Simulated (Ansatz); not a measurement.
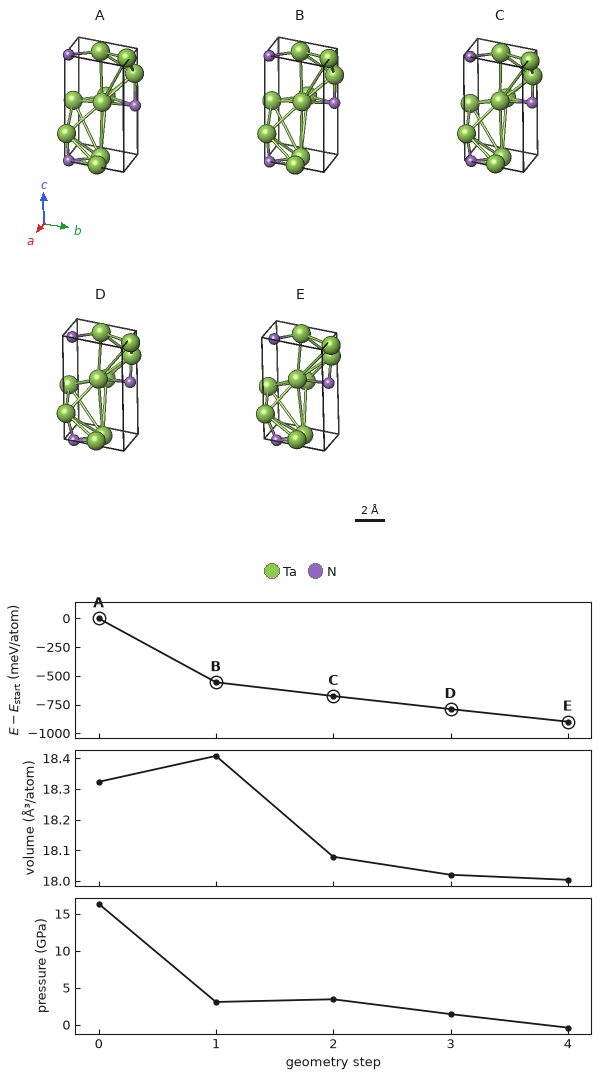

Frames of a relaxation of crystalline Ta₄N (a generated structure, set up in P1) (coarse preliminary run), marked on the history of the run. Style: ball-and-stick. Shown: the cell of the calculation, reduced to other axes, slightly off an axis. Lengths and directions refer to the drawn axes.

Computed with DFT PBE, scalar-relativistic, plane waves, PAW in Ansatz 0.2.0.

Input file:
```yaml
crystal:
  lattice:
    - [5.3282704674, -0.0371129095, 0.0044809853]
    - [-2.6962759562, 4.5689126654, 0.0171604212]
    - [0.0066059855, 0.0330259755, 7.5579529531]
  atoms:
    - { symbol: Ta, position: [0.4996812791, -0.010534069, 0.0014608934] }
    - { symbol: Ta, position: [0.4852314197, 0.0009956413, 0.5216566563] }
    - { symbol: Ta, position: [-0.0470709407, 0.4896056368, 0.0105998529] }
    - { symbol: Ta, position: [0.0353862081, 0.5117709063, 0.4996522556] }
    - { symbol: Ta, position: [0.5364988104, 0.4838140584, -0.0056183267] }
    - { symbol: Ta, position: [0.4911005971, 0.5153832658, 0.4879403962] }
    - { symbol: Ta, position: [-0.0109150641, 0.0163428786, 0.2566395376] }
    - { symbol: Ta, position: [0.029750917, -0.0126098822, 0.7659011228] }
    - { symbol: "N", position: [0.9663222625, 0.0253369974, 0.0014328367] }
    - { symbol: "N", position: [1.014014511, -0.0201054335, 0.4603347753] }
basis:
  ecutwfc: 420
kpoints:
  mp_grid: { grid: [6, 6, 4] }
hamiltonian:
  xc: pbe
scf:
  occupations: { method: gaussian, width: 0.2 }
  lower_state_search: "off"
output:
  forces: true
  stress: true
  eigenvalues: true
relax:
  adjacent_minimum: "off"
  f_tol: 0.025
  max_steps: 60
  cell: { stress_tol: 0.25 }
```

Launched with:
```bash
ansatz run input.yaml --threads 1 --pin off --max-ram 2560MiB --backend cpu --events-out ev --progress --plain --runs-dir out
```

What happens along the run?

The run was cut off at its time limit before the relaxation converged, so the last structure is only a point on the way. After 4 geometry steps the energy has fallen by 899 meV per atom. The largest force component goes from 24 to 2.4 eV/Å. Pressure: 16.37 GPa at the start and −0.39 GPa at the end. N9 moves most relative to the cell: 0.59 Å roughly along [−1 2 0]. Largest moves by element: N 0.59 Å, Ta 0.47 Å. The drawn cell changes as follows: a 5.241 → 5.254 Å (+0.3 %), b 5.305 → 5.369 Å (+1.2 %), c 7.558 → 7.245 Å (−4.1 %), α 89.6° → 90.8°, β 89.5° → 88.0°, γ 60.7° → 61.9°; the volume changes by −1.7 %. Some distances before and after: Ta3–Ta6 4.406 → 3.591 Å, Ta2–Ta5 4.584 → 3.776 Å, Ta1–Ta6 4.644 → 3.853 Å, Ta3–Ta4 3.719 → 3.046 Å. New bonds form: Ta3–Ta4 (3.72 → 3.05 Å). Bond angles that change, for instance: Ta7–N9–Ta8 160.6° → 120.0°, Ta3–N9–Ta8 103.9° → 130.6°, Ta6–N10–Ta7 94.0° → 74.5°. The space group stays P1 (No. 1). The run took 7 min on 1 thread of Intel(R) Xeon(R) Platinum 8259CL CPU @ 2.50GHz (Skylake/Cascade Lake), on a shared host, peak memory 0.93 GiB. From step 0 to 1: N10 moves most (0.19 Å), volume +0.5 %, energy −556 meV per atom. From step 1 to 2: Ta6 moves most (0.19 Å), volume −1.8 %, energy −120 meV per atom. From step 2 to 3: N9 moves most (0.20 Å), volume −0.3 %, energy −114 meV per atom. From step 3 to 4: N9 moves most (0.20 Å), energy −110 meV per atom.
